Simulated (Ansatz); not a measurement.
```
atom    x (Å)    y (Å)    z (Å)
  Si  -0.1976  -0.4909  -0.2523
   H   0.2613  -0.8442   2.7767
   N   1.4266   0.0761  -0.3729
   H   1.9907  -0.2213  -1.1622
   H   1.9585   0.1561   0.4867
   H  -1.1359   0.5887   0.2281
   F  -0.6200  -0.7778  -1.8125
   O   0.5857  -0.0273   2.3800
   H  -0.0721   0.6333   2.6286
```

Theory: Ansatz, UKS PBE0/def2-SVP.

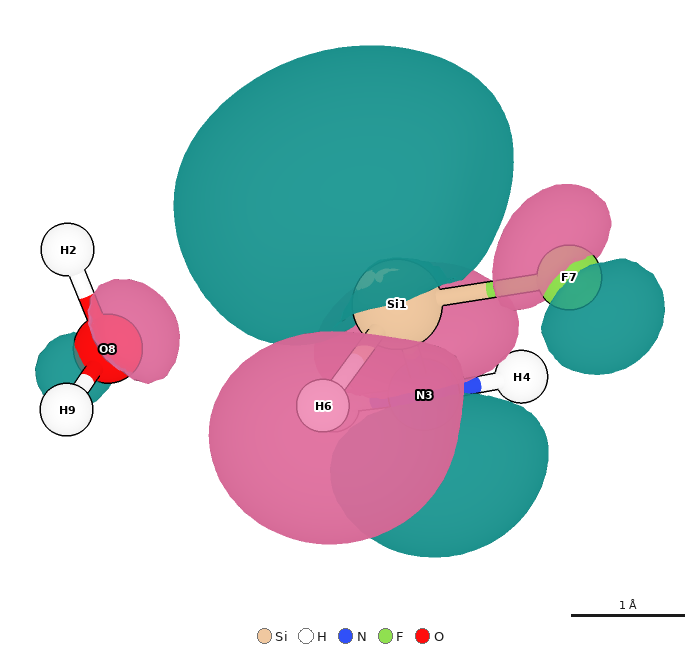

FH3NSi···H2O (doublet). The HOMO (α) at ±0.08 Å⁻³ᐟ² (teal and pink are the two phases), seen from one side.

What is the character of this orbital?

Its weight (Hirshfeld) is mainly on Si1 (about 60 %), N3 (about 20 %), H6 (about 10 %) and F7 (about 5 %). Its energy is −5.13 eV.
